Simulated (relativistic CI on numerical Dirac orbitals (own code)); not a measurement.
**Run report: Rh⁴⁺, relativistic CI calculation**

System: Rh⁴⁺.
Method: Dirac-Coulomb-Breit CI, KLI orbitals optimised for each configuration, model QED (radiative potential, 1s self-energy scaled to tabulated hydrogen-like ionisation energies), valence Slater integrals scaled by 0.8, multiplet model of photoemission in the sudden approximation (relativistic CI on numerical Dirac orbitals, in-house).

## Key numbers

- outcome: converged
- hardware: 1 CPU thread, shared host

## Notes

Caveats: free-ion energies without screening by ligands, so binding energies differ from solids by tens of eV; the exchange splitting of an s hole is too large without intra-shell correlation.

## The input
```
atom Rh  Z=45  charge=4  electrons=41
nucleus A=103  rms_radius_fm=4.4945
hamiltonian dirac-coulomb  breit=on  qed=on  c_scale=1
orbitals kli  potential=per-configuration
slater_scale 0.8
correlation none
mixing on
configurations
  [Kr] 4d5
  [Ar] 3d10 4s 4p6 4d5
end
photoemission 4s T=300 lorentz=1.4 gauss=0.6
crystal_field free
```

The program writes its results to a structured record and prints no log; tables and figures of this report are taken from that record.

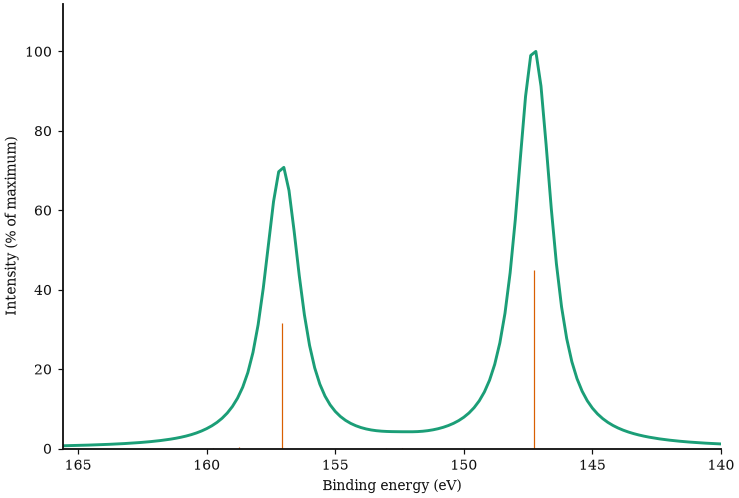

Figure 1. 4s photoemission of Rh⁴⁺, [Kr] 4d⁵, in no crystal field (free ion). Sticks are the strongest transitions, on a scale of their own. Multiplet model: relativistic Dirac–Coulomb–Breit theory, one configuration a step, Slater integrals scaled by 0.8, 300 K, Voigt broadening (Lorentzian 1.4 eV, Gaussian 0.6 eV full widths), computed with a radial Dirac CI code. The main maxima lie at 147.3 eV (100) and 157.1 eV (71), heights in % of the largest; the centroid is at 151.4 eV. The ground state has S = 2.49.
